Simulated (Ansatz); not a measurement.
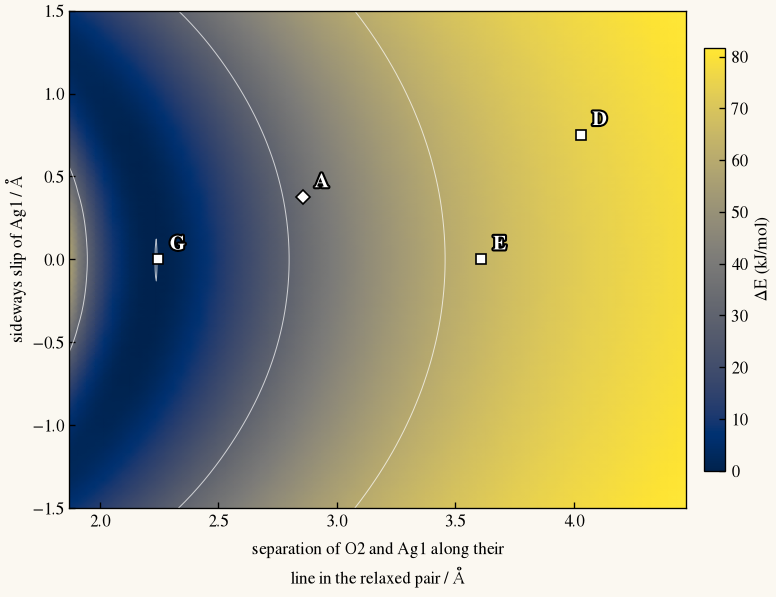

CAgOS, charge +1. 
- The first coordinate is: separation of O2 and Ag1 along their line in the relaxed pair; the second: sideways slip of Ag1.
- Nothing is relaxed (both partners rigid).
- Grid: 9 × 9 points.
- Points are written as (first, second).
- Energies are in kJ/mol, from the lowest grid point.
- Method: RKS CAM-B3LYP-D4/def2-SVPD in Ansatz.

The picture shows a smooth colour map with a few white contour lines, lettered points. Between grid points the surface is interpolated.

**What kind of point is each of A, D, E: minimum, saddle, maximum or slope?**

A: on a slope; D: on a slope; E: on a slope. (In these two coordinates alone; a stationary point may lie a little off the grid point.)

**Rank the lettered points by energy, lowest first.**

G (0 kJ/mol), A (35 kJ/mol), E (64 kJ/mol), D (74 kJ/mol).
